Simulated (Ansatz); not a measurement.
**H2O3 (trioxidane): levels of theory compared**

Aim: a comparison of 6 runs (UHF/STO-3G, PBE/STO-3G, UMP2/STO-3G, CCSDT(Q)/STO-3G, CCSD(T)/STO-3G, FCI/STO-3G) of H2O3 (trioxidane). 

The results are computed with Ansatz 0.2.0.

29 further runs of the same task are left out: 1 that didn't finish, 28 set aside as unsound or not needed.

**1. The molecule**

H2O3 has 5 atoms, charge 0, and is taken as a singlet. SMILES: `OOO`. The H4–O1 distance was set to 1.458 Å, away from the relaxed value. At this shape a bond of the SMILES string is far longer than usual.

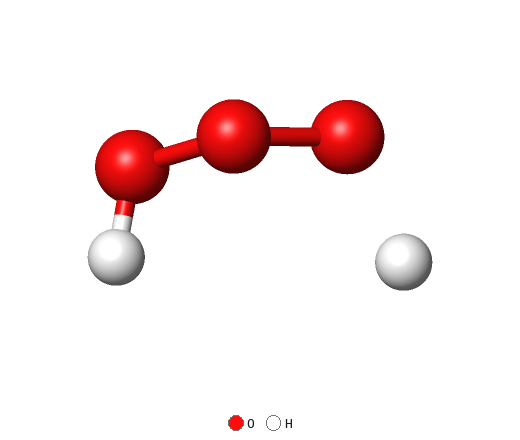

Viewed from a chosen angle; oxygen red, hydrogen white.

**2. A single-point energy at UHF/STO-3G (run 1)**

molecule.yaml

```yaml
crystal:
  periodic: [false, false, false]
  atoms:
    - {symbol: O, position_ang: [-0.786654, -1.038324, 0.141360]}
    - {symbol: O, position_ang: [0.070336, -0.394704, 1.026330]}
    - {symbol: O, position_ang: [1.373796, -0.402404, 0.541240]}
    - {symbol: H, position_ang: [-1.378730, -0.001520, -0.695970]}
    - {symbol: H, position_ang: [1.510706, 0.454496, 0.103520]}
basis:
  gaussian: {orbitals: STO-3G}
magnetization: {spin_polarized: true}
hamiltonian: {xc: hf}
accuracy: high
```

Started as:

```
ansatz run molecule.yaml --threads 1 --pin off --max-ram 2610MiB --events-out events.jsonl --progress --plain --runs-dir runs
```

Standard output:

```text
Warning: RAYON_NUM_THREADS=1 ignored (pool sized by the plan → 1); use --threads N
Functional definition: HF
  name "HF"
  exchange = exact_x
  correlation = 0
296 factors; integrals over basis functions are off by at most 3.6e-8 eV
mean field evaluation 1: about -6052.1947 eV, gradient 1.2e1 eV
mean field evaluation 2: about -6052.4097 eV, gradient 1.2e1 eV
mean field evaluation 4: about -6053.6087 eV, gradient 1.0e0 eV
mean field evaluation 8: about -6053.6206 eV, gradient 2.3e-2 eV
mean field evaluation 16: about -6053.9144 eV, gradient 1.7e0 eV
mean field evaluation 32: about -6053.8868 eV, gradient 1.8e0 eV
mean field -6054.25496384 eV, -222.4897661996 hartree, gradient 2.0e-8 eV, S^2 0.558102; 2 other end points of the search recorded, 0 dependent functions left out
reference -6054.25496384 eV, -222.4897661996 hartree; 13, 13 occupied and 4, 4 virtual orbitals, 296 factors
Total energy: -6054.25496384 eV, -222.4897661996 hartree
```

Wall time 0.55 s (1 thread of Intel Xeon Platinum 8259CL at 2.50GHz (Skylake/Cascade Lake), shared host).

**3. A single-point energy at PBE/STO-3G (run 2)**

in.yaml

```yaml
crystal:
  periodic: [false, false, false]
  atoms:
    - {symbol: O, position_ang: [-0.786654, -1.038324, 0.141360]}
    - {symbol: O, position_ang: [0.070336, -0.394704, 1.026330]}
    - {symbol: O, position_ang: [1.373796, -0.402404, 0.541240]}
    - {symbol: H, position_ang: [-1.378730, -0.001520, -0.695970]}
    - {symbol: H, position_ang: [1.510706, 0.454496, 0.103520]}
basis:
  gaussian:
    orbitals: STO-3G
hamiltonian:
  xc: pbe
accuracy: high
```

Started as:

```
ansatz run in.yaml --threads 1 --pin off --max-ram 2610MiB --events-out events.jsonl --progress --plain --runs-dir runs
```

Standard output:

```text
Warning: RAYON_NUM_THREADS=1 ignored (pool sized by the plan → 1); use --threads N
Functional definition: PBE
  name "PBE"
  parameter kappa = 0.804
  parameter beta = 0.06672455060314922
  exchange = pbe_x(kappa = kappa, mu = beta*pi^2/3)
  correlation = pbe_c(beta = beta)
296 factors; integrals over basis functions are off by at most 3.6e-8 eV
mean field evaluation 1: about -6076.1152 eV, gradient 1.5e1 eV
mean field evaluation 2: about -6074.9104 eV, gradient 2.5e1 eV
mean field evaluation 4: about -6076.8201 eV, gradient 3.3e0 eV
mean field evaluation 8: about -6076.7892 eV, gradient 3.2e-1 eV
mean field evaluation 16: about -6076.7898 eV, gradient 1.1e-5 eV
mean field -6076.78976535 eV, -223.3179048805 hartree, gradient 2.6e-8 eV, S^2 0.000000; 0 other end points of the search recorded, 0 dependent functions left out
reference -6076.78976682 eV, -223.3179049347 hartree; 13, 13 occupied and 4, 4 virtual orbitals, 296 factors
Total energy: -6076.78976682 eV, -223.3179049347 hartree
```

Run time: 1.8 s. Hardware: 1 thread of Intel Xeon Platinum 8259CL at 2.50GHz (Skylake/Cascade Lake), shared host; peak memory 0.11 GiB.

Runs 3 to 5 aren't shown in full; the table further down has their settings and results.

**4. A single-point energy at FCI/STO-3G (run 6)**

molecule.yaml, as its differences from that of step 2:

```diff
@@ -9,5 +9,7 @@
 basis:
-  gaussian: {orbitals: STO-3G}
-magnetization: {spin_polarized: true}
-hamiltonian: {xc: hf}
+  gaussian:
+    orbitals: STO-3G
+correlation:
+  method: fci
+  frozen_orbitals: {H: 0, O: 1}
 accuracy: high
```

Started as:

```
ansatz run molecule.yaml --threads 1 --pin off --max-ram 2610MiB --events-out events.jsonl --progress --plain --runs-dir runs
```

Standard output:

```text
Warning: RAYON_NUM_THREADS=1 ignored (pool sized by the plan → 1); use --threads N
[... 4 set-up lines as earlier in the session ...]
296 factors; integrals over basis functions are off by at most 3.6e-8 eV
mean field evaluation 1: about -6052.1947 eV, gradient 1.7e1 eV
mean field evaluation 2: about -6052.4097 eV, gradient 1.7e1 eV
mean field evaluation 4: about -6053.6087 eV, gradient 1.5e0 eV
mean field evaluation 8: about -6053.6206 eV, gradient 3.2e-2 eV
mean field -6053.62059644 eV, -222.4664536276 hartree, gradient 1.5e-8 eV, S^2 0.000000; 0 other end points of the search recorded, 0 dependent functions left out; unrestricted orbitals would lower it
mean field evaluation 16: about -6053.8891 eV, gradient 7.5e0 eV
3 core orbitals not correlated: weight in the atoms' cores, before any rotation towards them, 1.000 or more for the frozen orbitals, at most 0.000 for the correlated occupied ones
reference -6053.62059644 eV, -222.4664536276 hartree; 10, 10 occupied and 4, 4 virtual orbitals, 296 factors
state -6059.45688501 eV, -222.6809332767 hartree
Total energy: -6059.45688501 eV, -222.6809332767 hartree
```

Wall time 6.6 s (1 thread of Intel Xeon Platinum 8259CL at 2.50GHz (Skylake/Cascade Lake), shared host); peak memory 0.16 GiB.

**5. All runs side by side**

```
run            level  frozen core orbitals  energy (Eh)  wall time
  1       UHF/STO-3G                     –  -222.489766     0.55 s
  2       PBE/STO-3G                     –  -223.317905      1.8 s
  3      UMP2/STO-3G                     3  -222.600392     0.45 s
  4  CCSDT(Q)/STO-3G                     3  -222.680762      1.3 s
  5   CCSD(T)/STO-3G                     3  -222.679375     0.32 s
  6       FCI/STO-3G                     3  -222.680933      6.6 s
```

**6. What came out**

```
                                          quantity          value
                               run 6: total energy  -222.68093 Eh
run 6: correlation energy (3 core orbitals frozen)     -214.5 mEh
```

Against full CI in this basis: UHF +191.2 mEh; UMP2 +80.5 mEh; CCSDT(Q) +0.2 mEh; CCSD(T) +1.6 mEh. In runs 4, 5 the log says that unrestricted orbitals would lower the reference, so the values rest on an unstable closed-shell determinant (other closed-shell runs at this shape may share the fault). In runs 1, 2, 3, 4, 5, 6 the basis is minimal, so the values are rough. Spin contamination of the reference: run 1 ⟨S²⟩ = 0.56, run 3 ⟨S²⟩ = 0.56. All runs together took 11 s, the longest 6.6 s.
